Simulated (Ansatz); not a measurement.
# Single-point calculation of C₂H₅BrOSi

- system: C₂H₅BrOSi, SMILES O=C([SiH3])CBr
- method: RKS r2SCAN-d3bj/def2-TZVP (Ansatz 0.2.0)

Some settings of this run were made unusual or wrong on purpose. The geometry comes from this level: PBE0-D4/def2-TZVP.

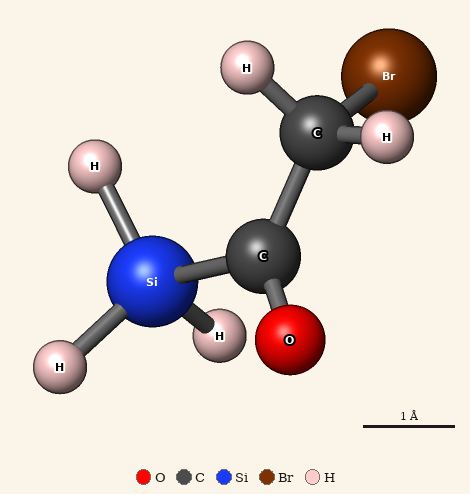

*The input geometry (ball-and-stick view, seen at a tilt).*

The input:
```yaml
crystal:
  periodic: [false, false, false]
  atoms:
    - {symbol: O, position_ang: [-0.380774, -1.382823, -1.341818]}
    - {symbol: C, position_ang: [-0.122829, -0.459316, -0.610719]}
    - {symbol: Si, position_ang: [0.475794, -0.807612, 1.199613]}
    - {symbol: C, position_ang: [-0.280716, 0.962210, -1.104280]}
    - {symbol: Br, position_ang: [-1.398955, 1.921150, 0.157532]}
    - {symbol: H, position_ang: [-0.706828, -1.112434, 2.039880]}
    - {symbol: H, position_ang: [1.361458, -1.993304, 1.111838]}
    - {symbol: H, position_ang: [1.217303, 0.353804, 1.753001]}
    - {symbol: H, position_ang: [0.678544, 1.480882, -1.121254]}
    - {symbol: H, position_ang: [-0.759798, 0.986243, -2.080792]}
basis:
  gaussian: {orbitals: def2-TZVP, final_grid: {core_spheres: 1, valence_spheres: 1, degree: 1}}
hamiltonian: {xc: {name: r2SCAN}}
output: {forces: true}
```

Run on 4 threads of Arm Neoverse V1, 23 GiB of memory available, shared host.

Launch command:
```bash
ansatz run in.yaml --threads 4 --pin off --events-out ev --progress --plain --max-ram 10444MiB
```

What the program printed:
```
Functional definition: r2SCAN
  name "r2SCAN"
  cite "Furness, Kaplan, Ning, Perdew & Sun, J. Phys. Chem. Lett. 11, 8208 (2020) doi:10.1021/acs.jpclett.0c02405"
  cite "Furness, Kaplan, Ning, Perdew & Sun, J. Phys. Chem. Lett. 11, 9248 (2020) doi:10.1021/acs.jpclett.0c03077"
  parent r2scan
  parameter k0 = 0.174
  parameter k1 = 0.065
  parameter a1 = 4.9479
  exchange = r2scan_x(k0 = k0, k1 = k1, a1 = a1)
  correlation = r2scan_c
1359 factors; their error is unknown
mean field evaluation 1: about -82116.1634 eV, gradient 6.1e1 eV
mean field evaluation 2: about -82084.1886 eV, gradient 1.3e2 eV
mean field evaluation 4: about -82123.7369 eV, gradient 1.7e1 eV
mean field evaluation 8: about -82124.3108 eV, gradient 7.5e-2 eV
mean field evaluation 16: about -82274.6470 eV, gradient 1.4e2 eV
mean field evaluation 32: about -82416.6989 eV, gradient 2.2e1 eV
mean field evaluation 64: about -82363.1854 eV, gradient 1.6e2 eV
mean field evaluation 96: about -82417.9994 eV, gradient 1.7e0 eV
mean field evaluation 128: about -82416.4371 eV, gradient 3.5e1 eV
mean field evaluation 160: about -82418.0362 eV, gradient 3.6e0 eV
mean field evaluation 192: about -82385.0495 eV, gradient 1.4e2 eV
mean field evaluation 224: about -82415.7230 eV, gradient 1.3e1 eV
mean field evaluation 256: about -82418.0579 eV, gradient 3.6e-3 eV
a density is far from that of the atoms, so the factors are made again for it
2075 factors; integrals over basis functions are off by at most 3.9e-5 eV
mean field evaluation 288: about -82417.2320 eV, gradient 5.3e0 eV
mean field -82420.77635830 eV, -3028.9076643586 hartree, gradient 2.9e-6 eV, S^2 0.000000; 0 other end points of the search recorded, 0 dependent functions left out
the calculation of the forces begins
reference -82420.77641851 eV, -3028.9076665713 hartree; 37, 37 occupied and 171, 171 virtual orbitals, 2075 factors
Total energy: -82420.77641851 eV, -3028.9076665713 hartree
Atom 0 at    -0.380774    -1.382823    -1.341818 Å, force    56.806837    40.898271    19.779201 eV/Å
Atom 1 at    -0.122829    -0.459316    -0.610719 Å, force   -88.371952    38.094277    23.941523 eV/Å
Atom 2 at     0.475794    -0.807612     1.199613 Å, force   -22.017255    26.077333   -54.146978 eV/Å
Atom 3 at    -0.280716     0.962210    -1.104280 Å, force   -20.053116    -2.090440    -0.152134 eV/Å
Atom 4 at    -1.398955     1.921150     0.157532 Å, force    94.858773  -102.404466   -36.046581 eV/Å
Atom 5 at    -0.706828    -1.112434     2.039880 Å, force   -21.376973    -7.444871    28.789982 eV/Å
Atom 6 at     1.361458    -1.993304     1.111838 Å, force     5.893499    -7.661217     0.819541 eV/Å
Atom 7 at     1.217303     0.353804     1.753001 Å, force    11.349838     7.595701     6.366360 eV/Å
Atom 8 at     0.678544     1.480882    -1.121254 Å, force    -5.456080     3.091119     4.816878 eV/Å
Atom 9 at    -0.759798     0.986243    -2.080792 Å, force   -11.633570     3.844294     5.832208 eV/Å
Dipole moment:     3.352990    -3.362444     0.907730 e Å
```

What the run reported:

- outcome: converged
- total energy: −82420.7764 eV
- SCF solution under orbital rotations: stable
- largest force (length of the vector): 144.167 eV/Å
- dipole moment: 23.22 D
- wall time: 69 s (CPU time 4.1 min)
- peak memory: 0.61 GiB

This input holds a deliberate fault: grid. The run converged all the same; its numbers are those of the faulty input and shouldn't be used.
